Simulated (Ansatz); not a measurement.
## Electronic structure of H3InO3···PH3 in real space

The calculation's input:

```
crystal:
  periodic: [false, false, false]
  atoms:
    - { symbol: In, position_ang: [0.08229, -0.308998, 0.222472] }
    - { symbol: O, position_ang: [-0.256555, -0.294182, 2.192416] }
    - { symbol: H, position_ang: [-1.177788, -0.48174, 2.422928] }
    - { symbol: O, position_ang: [1.968451, -0.243128, -0.422445] }
    - { symbol: H, position_ang: [1.992586, -0.237027, -1.39074] }
    - { symbol: O, position_ang: [-1.367032, -0.472826, -1.161859] }
    - { symbol: H, position_ang: [-2.247057, -0.586306, -0.775508] }
    - { symbol: P, position_ang: [0.191995, 3.162931, 1.46399] }
    - { symbol: H, position_ang: [1.593133, 2.882217, 1.524261] }
    - { symbol: H, position_ang: [0.067941, 2.655343, 0.1252] }
    - { symbol: H, position_ang: [-0.156965, 1.914416, 2.059785] }
basis:
  gaussian: { orbitals: def2-SVP }
hamiltonian:
  xc: b3lyp
  dispersion: d4
relax:
  f_tol: 0.03
  max_steps: 50
output:
  orbitals: {}
```

Run with:

```sh
ansatz run input.yaml --threads 4 --pin off --max-ram 5120MiB --backend cpu --events-out ev --progress --plain --runs-dir out
```

The fields are those of the run's last geometry, not of the input's.

Core potentials replace the inner electrons of In.

Method: RKS B3LYP-D4/def2-SVP in Ansatz 0.2.0.

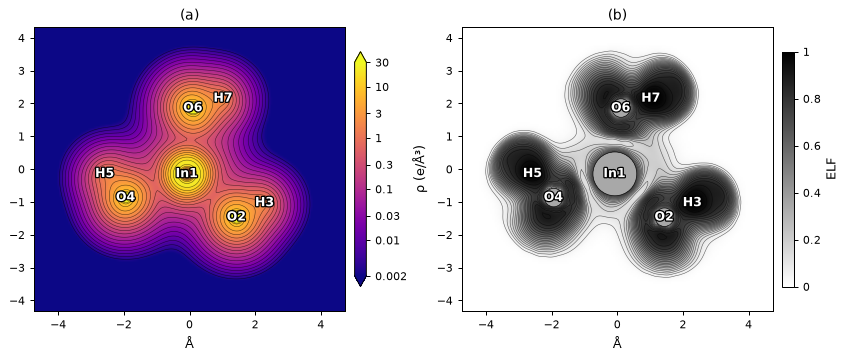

Figure 1. (a) electron density; (b) electron localisation function on the plane of atoms O2, In1 and O6. Grey discs cover the atomic cores in the ELF map.

**Interpret the plot.**

The section cuts through In, O and H sites.
In–O (2.00 Å): the density is about 0.69 e/Å³ at the midpoint; the ELF peaks at about 0.85 in the valence shell of O, 0.6 Å from its nucleus, and drops to about 0.10 between the two atoms.
O–H (0.97 Å): ρ at the midpoint is about 3.6 e/Å³; the ELF climbs to about 1 towards the hydrogen, as it does in any bond to H (a covalent bond by its length).
The ELF also peaks beside O2, O4 and O6, away from the bonds: lone-pair regions.

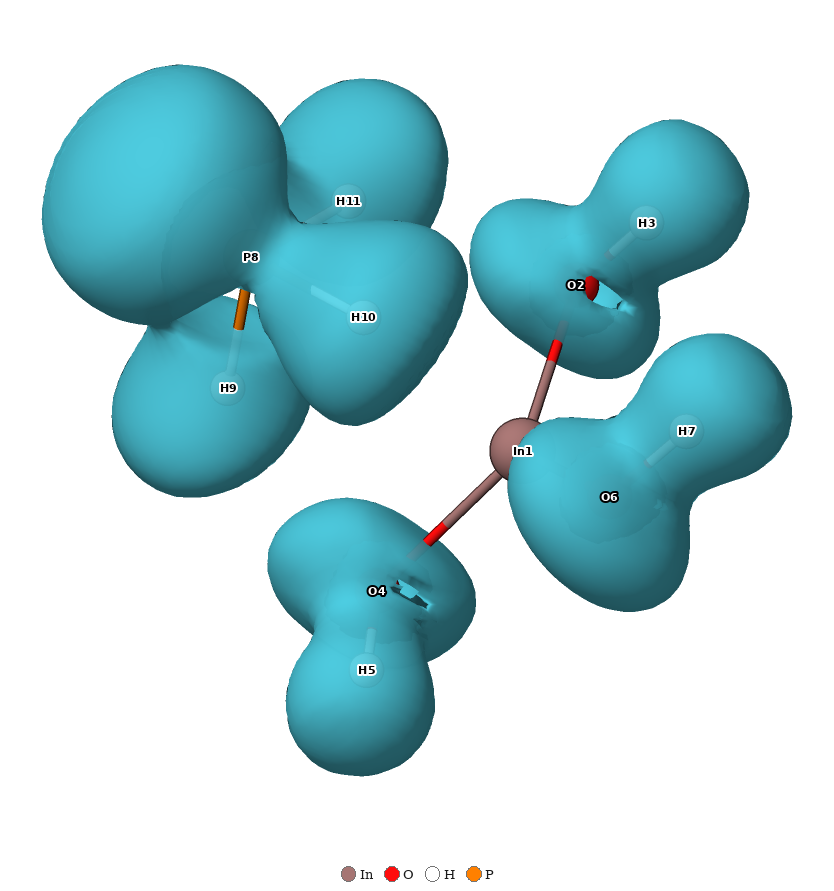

Figure 2. Isosurface of the ELF at 0.75 (cyan), seen across its widest extent. Core shells and regions of very low density are left out.

**Describe the localisation domains.**

The ELF exceeds this value in three joined regions spread over several atoms (H, O), in which their bonds and any lone pairs are merged and one joined region spread over several atoms (H, P), in which their bonds and any lone pairs are merged.


In1···P8 (3.37 Å): the ELF dips to about 0.05 between them.

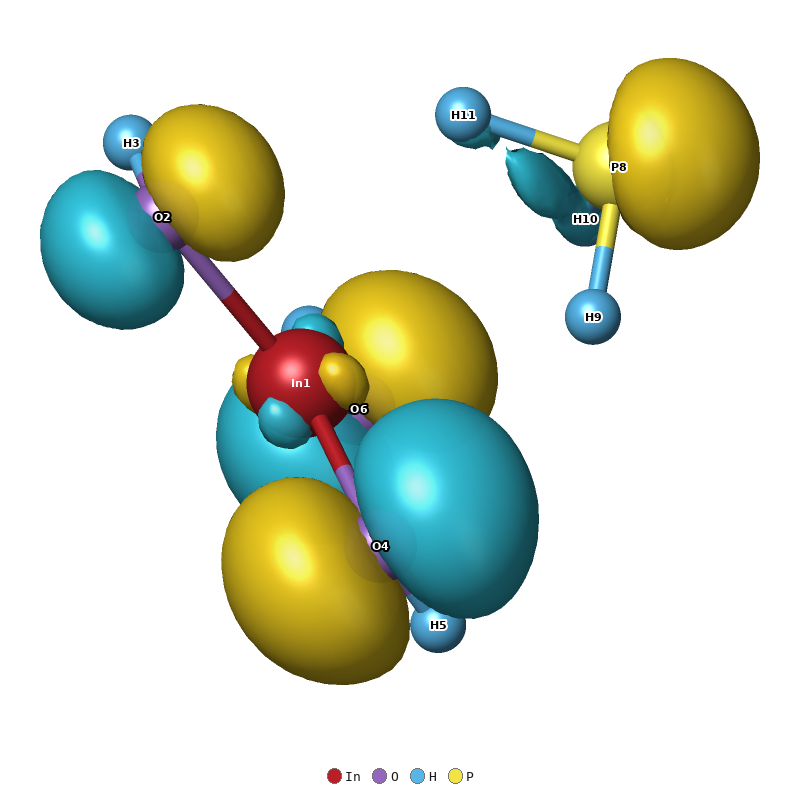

Figure 3. The HOMO−1 at ±0.1 Å⁻³ᐟ² (yellow and cyan are the two phases), seen at an oblique angle.

**Describe this orbital and give its energy.**

Its weight (Hirshfeld) is mainly on O4 (about 40 %), O6 (about 25 %), O2 (about 15 %) and P8 (about 5 %); largely a combination of lone pairs on O4, O6, O2 and P8. Its energy is −7.88 eV.

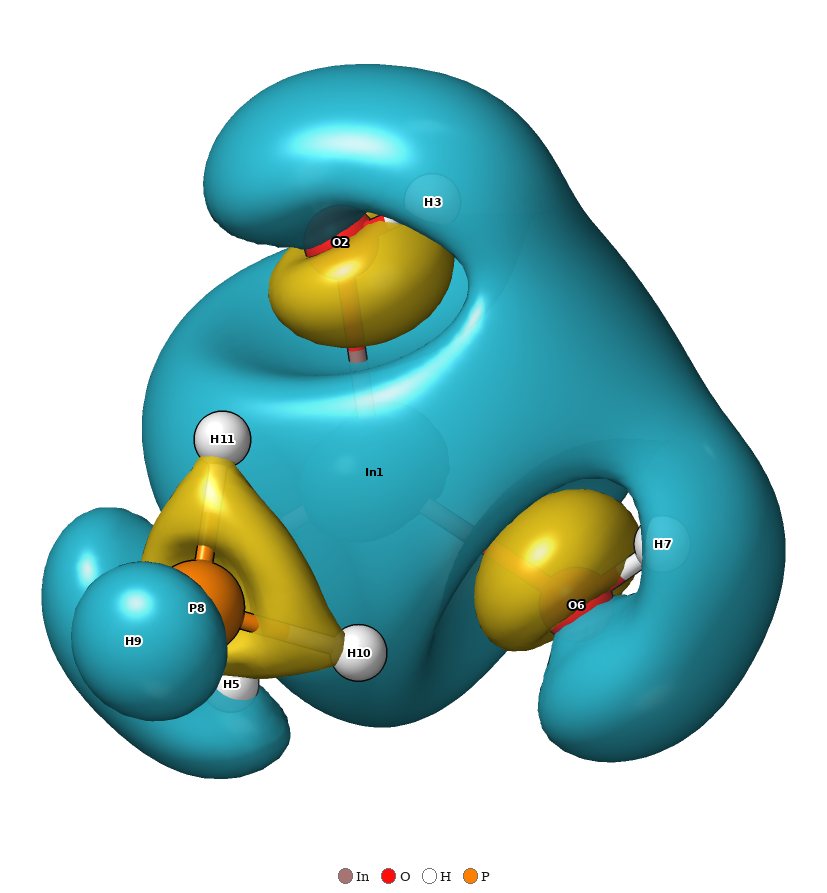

Figure 4. The LUMO at ±0.06 Å⁻³ᐟ² (yellow and cyan are the two phases), seen at an oblique angle.

**Describe this orbital and give its energy.**

By Hirshfeld shares it lies mainly on In1 (about 45 %), O6 (about 15 %), O2 (about 15 %) and O4 (about 10 %). Its energy is −1.96 eV.
